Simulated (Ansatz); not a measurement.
# C2H6BClSi: up Jacob's ladder to CCSD(T)

How much do the methods differ for C2H6BClSi? The plan is to run it at one geometry with functionals of several rungs and with coupled cluster. The yardstick is the atomisation energy at the CCSD(T) limit.

Method: functionals in def2-TZVPP, the program's frozen cores in correlated methods; program: Ansatz 0.2.0, Gaussian basis.

Plan: PBE-D4, r2SCAN-D4, PBE0-D4, B3LYP-D4, ωB97X-V, ωB97M-V, B2PLYP; CCSD(T)/def2-TZVPP; MP2/def2-QZVPP; extrapolation to the limit.

**1. Structure used throughout**

The geometry comes from an earlier relaxation with PBE0-D4 in a triple-zeta def2 set; it is a stationary point, not always the lowest conformer.

11 atoms, charge 0, spin multiplicity 1.

Atoms are counted from 1 here; the program's logs count them from 0.

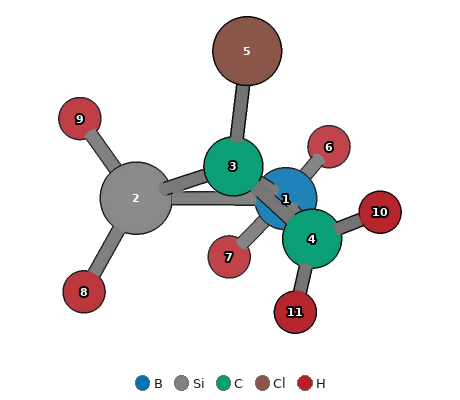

The structure; boron blue, silicon grey, carbon teal, chlorine brown, hydrogen red; atoms are numbered from 1 in the order of the file.

**2. PBE-D4 (GGA)**

The input, in.yaml:

```yaml
crystal:
  periodic: [false, false, false]
  atoms:
    - {symbol: B, position_ang: [-0.779865, 0.133900, -0.546272]}
    - {symbol: Si, position_ang: [-0.131586, -0.054725, 1.435815]}
    - {symbol: C, position_ang: [0.787702, 0.354693, -0.030017]}
    - {symbol: C, position_ang: [0.519403, -0.554986, -1.161278]}
    - {symbol: Cl, position_ang: [1.621643, 1.868213, -0.232837]}
    - {symbol: H, position_ang: [-1.496079, 0.974395, -0.981954]}
    - {symbol: H, position_ang: [-1.368679, -0.650264, 0.273112]}
    - {symbol: H, position_ang: [-0.169357, -1.391426, 2.071585]}
    - {symbol: H, position_ang: [-0.466781, 1.046118, 2.359420]}
    - {symbol: H, position_ang: [0.824167, -0.169336, -2.129423]}
    - {symbol: H, position_ang: [0.724731, -1.613582, -1.037551]}
basis:
  gaussian: {orbitals: def2-TZVPP}
hamiltonian: {xc: pbe, dispersion: d4}
output: {forces: true, orbitals: {seedname: orbitals}}
```

The run is started by

```sh
> ansatz run in.yaml --threads 4 --pin off --events-out ev --progress --plain --max-ram 10444MiB
```

After this run come: r2SCAN-D4 (meta-GGA); PBE0-D4 (hybrid); B3LYP-D4 (hybrid); ωB97X-V (range-separated); ωB97M-V (range-separated); B2PLYP (double hybrid); CCSD(T) in def2-TZVPP; MP2 in def2-QZVPP.

Q: Predict the results of all the runs planned. Wanted: atomisation energy, CCSD(T)/CBS; farthest; mean size of error, hybrid; mean size of error, range-separated; gap, smallest and largest; T1 diagnostic; triples share of the correlation energy.

As calculated:

| quantity | value |
| --- | --- |
| atomisation energy, CCSD(T)/CBS | 3835.8 kJ/mol |
| functionals within 19.2 kJ/mol (0.5 %) | B3LYP-D4 |
| farthest | PBE-D4 (+108.7 kJ/mol) |
| mean size of error, hybrid | 29.3 kJ/mol |
| mean size of error, range-separated | 32.6 kJ/mol |
| gap, smallest and largest | 3.77 eV (PBE-D4), 9.85 eV (ωB97X-V) |
| T1 diagnostic | 0.0122 |
| triples share of the correlation energy | 4.5 % |

PBE-D4 misses by +108.7 kJ/mol. Double hybrids carry the basis error of their MP2 part in triple zeta, and no dispersion term here, so their miss is partly the set-up's. The reference freezes the cores and leaves out relativity and excitations past (T), so misses under about 19.2 kJ/mol can't be ranked. Hartree-Fock recovers 73 % of the binding; the rest is correlation. Orbital gaps span 3.8 to 9.9 eV; exact exchange widens them.
